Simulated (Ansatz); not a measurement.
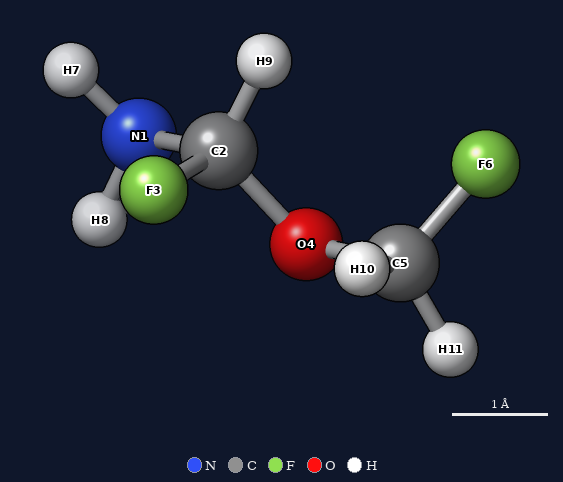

*The structure as given in the input (ball-and-stick view, seen at a tilt; atoms are numbered from 1 in the order of the input).*

Bond lengths as drawn: C–F 1.38 to 1.41 Å, C–H 1.09 Å, C–N 1.39 Å, C–O 1.38 Å and H–N 1.01 Å.

## C₂H₅F₂NO: single-point calculation

System: C₂H₅F₂NO.
Method: RKS PBE0-D4/def2-TZVPP (Ansatz 0.2.0).

The geometry comes from this level: PBE0-D4/def2-TZVP.

**What the program printed**
```
Functional definition: PBE0
  name "PBE0"
  cite "Adamo & Barone, J. Chem. Phys. 110, 6158 (1999) doi:10.1063/1.478522"
  cite "Perdew, Burke & Ernzerhof, Phys. Rev. Lett. 77, 3865 (1996) doi:10.1103/PhysRevLett.77.3865"
  parent pbe
  parameter a = 0.25
  parameter kappa = 0.804
  parameter beta = 0.06672455060314922
  exchange = (1 - a)*pbe_x(kappa = kappa, mu = beta*pi^2/3) + a*exact_x
  correlation = pbe_c(beta = beta)
1273 factors; their error is unknown
mean field evaluation 1: about -11113.4643 eV, gradient 6.1e1 eV
mean field evaluation 2: about -11110.3225 eV, gradient 7.2e1 eV
mean field evaluation 4: about -11119.5362 eV, gradient 3.7e0 eV
mean field evaluation 8: about -11119.5496 eV, gradient 4.7e-2 eV
mean field evaluation 16: about -11119.5703 eV, gradient 1.6e-4 eV
mean field -11119.57030942 eV, -408.6366717558 hartree, gradient 4.7e-5 eV, S^2 0.000000; 0 other end points of the search recorded, 0 dependent functions left out
reference -11119.57033454 eV, -408.6366726788 hartree; 25, 25 occupied and 231, 231 virtual orbitals, 1273 factors
Total energy: -11119.71410020 eV, -408.6419559694 hartree
```

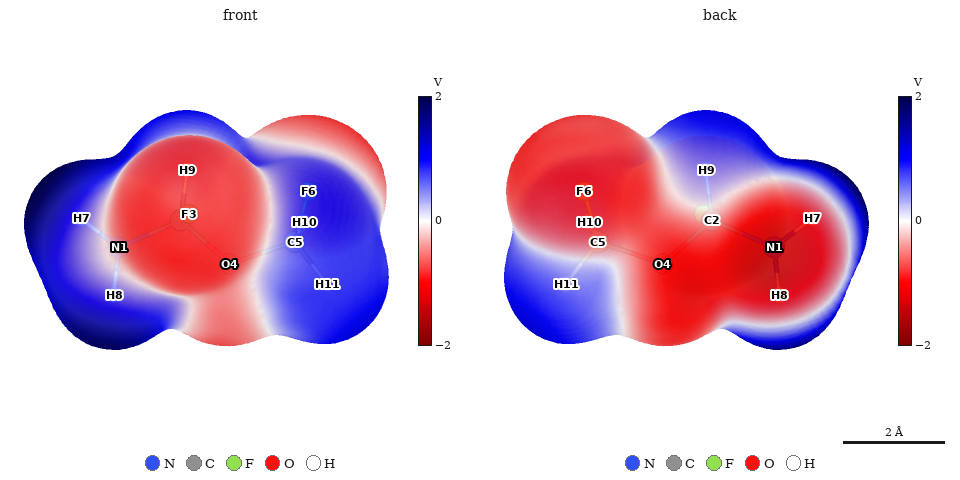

*The molecular electrostatic potential painted on the density surface at 0.002 e/bohr³, seen at a tilt and from behind; the colour scale runs from red (negative) to blue (positive).*

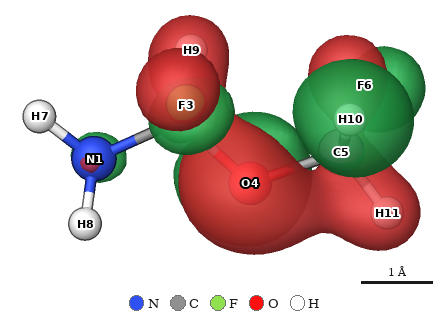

*One frontier orbital at ±0.1 Å⁻³ᐟ² (green and red are the two phases), seen at a tilt.*

The HOMO−1, at −9.34 eV. Its weight (Hirshfeld) is mainly on O4 (50 %), C5 (10 %), F6 (10 %), F3 (10 %) and H10 (10 %).

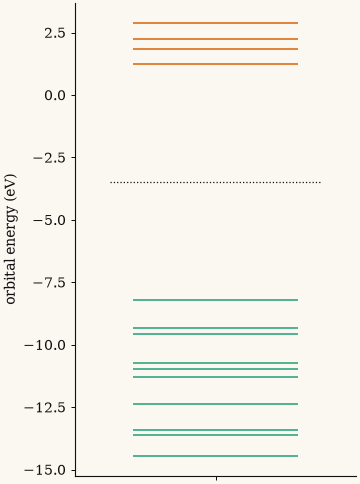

*Orbital energies near the frontier; the dotted line parts filled from empty levels, and levels within 0.02 eV of each other stand side by side.*

Highest filled −8.20 eV, lowest empty 1.25 eV, 9.45 eV apart.

This output came from the following input.

**Input file**
```yaml
crystal:
  periodic: [false, false, false]
  atoms:
    - {symbol: N, position_ang: [-0.004132, -1.846916, -0.470830]}
    - {symbol: C, position_ang: [0.279977, -0.620889, 0.130346]}
    - {symbol: F, position_ang: [1.605468, -0.200414, -0.083092]}
    - {symbol: O, position_ang: [-0.552668, 0.328073, -0.435869]}
    - {symbol: C, position_ang: [-0.489215, 1.581956, 0.133424]}
    - {symbol: F, position_ang: [-1.098155, 1.580868, 1.367329]}
    - {symbol: H, position_ang: [0.588856, -2.583263, -0.117523]}
    - {symbol: H, position_ang: [0.065246, -1.787627, -1.478638]}
    - {symbol: H, position_ang: [0.174063, -0.673332, 1.217423]}
    - {symbol: H, position_ang: [0.542231, 1.912913, 0.279579]}
    - {symbol: H, position_ang: [-1.046171, 2.251931, -0.521550]}
basis:
  gaussian: {orbitals: def2-TZVPP}
hamiltonian: {xc: pbe0, dispersion: d4}
output: {orbitals: {seedname: orbitals}}
```

Run as:
```bash
ansatz run in.yaml --threads 4 --pin off --events-out ev --progress --plain --max-ram 10444MiB
```

**Results in brief**

```json
{"quantity": "outcome", "value": "converged"}
{"quantity": "total energy", "value": "−11119.7141 eV"}
{"quantity": "mean-field energy", "value": "−11119.5703 eV"}
{"quantity": "dispersion energy", "value": "−0.1438 eV"}
{"quantity": "SCF solution under orbital rotations", "value": "stable"}
{"quantity": "HOMO", "value": "−8.20 eV"}
{"quantity": "LUMO", "value": "1.25 eV"}
{"quantity": "hardware", "value": "4 threads of Intel Xeon, 108 GiB of memory available, shared host"}
{"quantity": "wall time", "value": "2.3 s (CPU time 8 s)"}
{"quantity": "peak memory", "value": "0.61 GiB"}
```
